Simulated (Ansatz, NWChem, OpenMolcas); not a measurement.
# A ladder of methods for TlF (SMILES [F][Tl])

TlF: 2 atoms, total charge 0, spin state singlet. As SMILES, `[F][Tl]`. Geometry: the measured bond length.

| atom | x (Å) | y (Å) | z (Å) |
| --- | --- | --- | --- |
| F | 0.0000 | 0.0000 | 0.0000 |
| Tl | 0.0000 | 0.0000 | 2.0844 |

Each level gives the vertical energy of the triplet above the singlet (eV). The values are calculated.

```
                               level                    kind     program  value (eV)  CPU time (all runs)
     HF/def2-TZVPPD (core potential)            Hartree–Fock      Ansatz        3.79                3.8 s
  SVWN5/def2-TZVPPD (core potential)                     LDA  OpenMolcas        4.80                 41 s
   BLYP/def2-TZVPPD (core potential)                     GGA      Ansatz        4.66                 12 s
  M06-L/def2-TZVPPD (core potential)                meta-GGA      NWChem        4.72              2.7 min
r2SCAN0/def2-TZVPPD (core potential)         hybrid meta-GGA      Ansatz        4.40                 10 s
  HSE06/def2-TZVPPD (core potential)  range-separated hybrid      Ansatz        4.49                7.3 s
RPA@PBE/def2-TZVPPD (core potential)                     RPA      Ansatz        4.49                 15 s
    MP2/def2-TZVPPD (core potential)     perturbation theory      Ansatz        5.04                6.1 s
   CCSD/def2-TZVPPD (core potential)   coupled cluster or CI      Ansatz        4.68                 19 s
```

Spin-orbit coupling, which can split open shells on such heavy atoms by tenths of an eV, is left out. The values span 3.79 to 5.04 eV. Times are those of the runs behind each value, whatever else they computed, on shared processors of several kinds: orders of magnitude only.

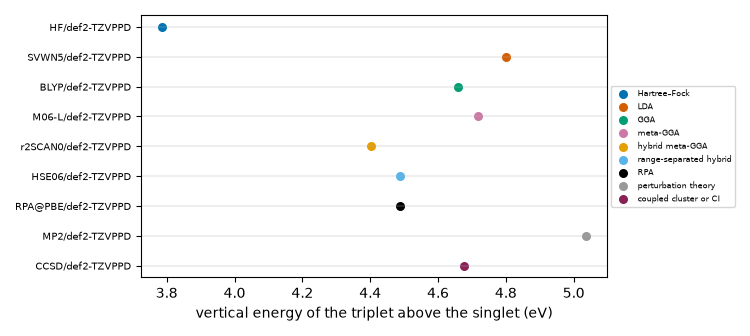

The values of the table, level by level.
